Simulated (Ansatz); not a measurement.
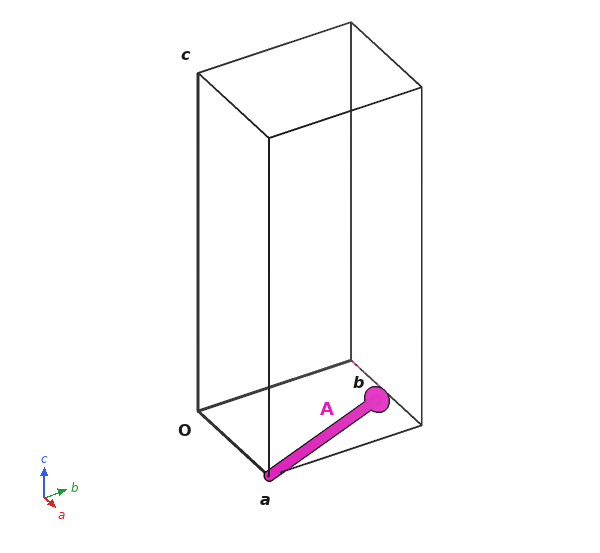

Crystal: Y, the input geometry of an electronic-structure calculation (not necessarily at equilibrium). The arrow starts at a corner of the unit cell and ends on its surface; where a tip isn't a corner, dashed lines run from it parallel to the axes. Geometry calculated from the standardised cell; symmetry tolerance 0.002 Å.

a = 3.657 Å, b = 3.657 Å, c = 5.670 Å, α = 90.00°, β = 90.00°, γ = 120.00°.

Give [uvw] of the arrow.

Arrow A runs from (1, 0, 0) to (1/2, 1, 0), so [−1 2 0], in four indices [−4 5 −1 0].

How long is the vector ua + vb + wc?

9.677 Å.
